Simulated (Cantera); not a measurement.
Input: 1 mol borazine, 1.5 mol O₂, 5.8 mol N₂, equilibrated at 0.000390 bar.

These are equilibrium values from Cantera (NASA tables, ideal gas, pure condensed phases), not measurements of a reactor. Candidate condensed phases: B, BN, B₂O₃, B₃O₃H₃, H₂O; 39 gas species. The feed counts by its element totals alone. The tables' values for BH₂ are old estimates; treat these amounts as uncertain. Kinetics and transport are ignored.

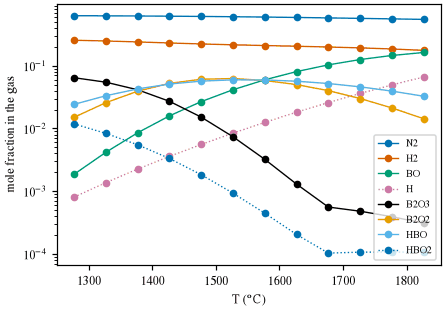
*Equilibrium gas composition (values under 1e-9 drawn at 1e-9)*

Q: Read off the mole fractions at 1527 °C.

A: N₂ about 0.60, H₂ about 0.22, B₂O₂ about 0.063, HBO about 0.060, BO about 0.041, H about 0.0084, B₂O₃ about 0.0074, HBO₂ about 0.00093.
